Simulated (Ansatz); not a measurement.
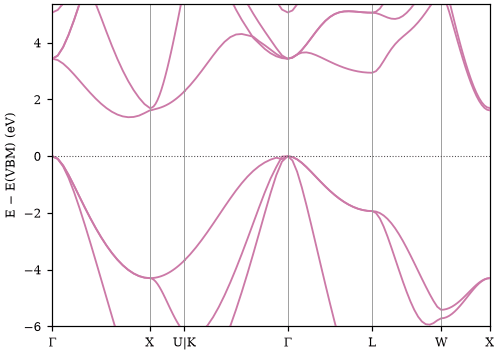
*Band structure from the program Ansatz at the r²SCAN level (PAW)*

Read off the gap and where the band edges lie.

About 1.4 eV (1.37 eV by a search for the band edges); maximum at Γ, minimum on the Γ–X line, 79 % of the way from Γ.

Pick the material that matches.
A) GaAs, zinc blende
B) BAs, zinc blende
C) GaSb, zinc blende
D) InAs, zinc blende

B, BAs, zinc blende

Space group F-43m (zinc blende). The cell was relaxed with r²SCAN under the symmetry of its start; phonons on a q-mesh show no instability. Spin–orbit coupling is left out wherever it is not named.

Potentials: the earlier of the program's two PAW sets.
